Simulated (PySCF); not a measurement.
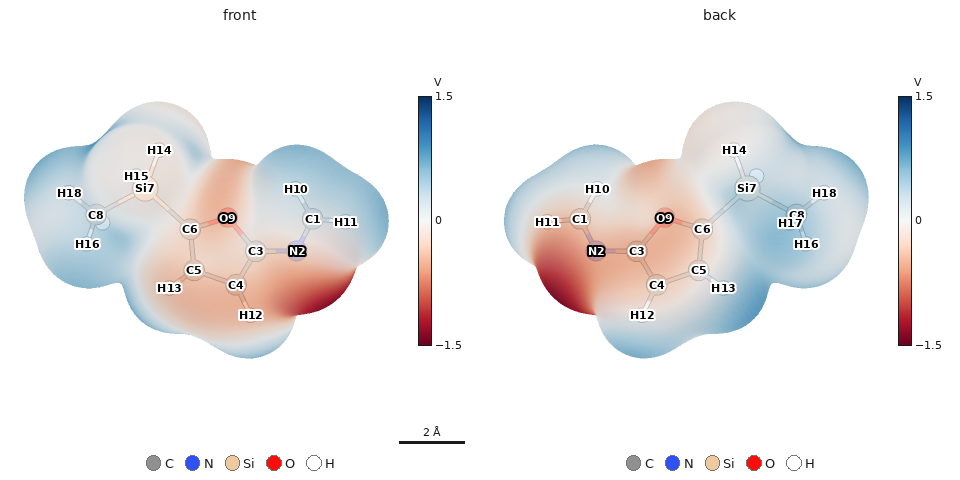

C₆H₉NOSi. The electrostatic potential painted on the density surface at 0.001 e/bohr³, seen from the front and from behind; red is negative and blue positive.

Geometry: GFN2-xTB.

All numbers below come from PySCF 2.14.0, PBE0/pcSseg-1, SCF density, gas phase, non-relativistic.

```xyz
18

C     3.8011    0.5158   -0.2658
N     3.1733   -0.5823   -0.2076
C     1.8215   -0.6636   -0.2327
C     1.0611   -1.8100   -0.1637
C    -0.2776   -1.3932   -0.2188
C    -0.2710   -0.0223   -0.3196
Si   -1.6297    1.2676   -0.4421
C    -3.2942    0.3699   -0.3114
O     1.0033    0.4215   -0.3279
H     3.3342    1.4984   -0.3419
H     4.8790    0.4721   -0.2370
H     1.4419   -2.8069   -0.0842
H    -1.1482   -2.0167   -0.1893
H    -1.5138    1.9648   -1.7298
H    -1.4627    2.2326    0.6520
H    -3.3749   -0.1931    0.6140
H    -3.4350   -0.3253   -1.1339
H    -4.1171    1.0770   -0.3370
```

Q: Where is the surface potential most negative and most positive?

A: The most negative region (about −1.4 V) lies over N2, the most positive (about +0.8 V) over Si7 and H13. N2 is the likeliest acceptor of a hydrogen bond.

Q: What dipole moment does the calculation give?

A: Its dipole moment is 1.42 D.
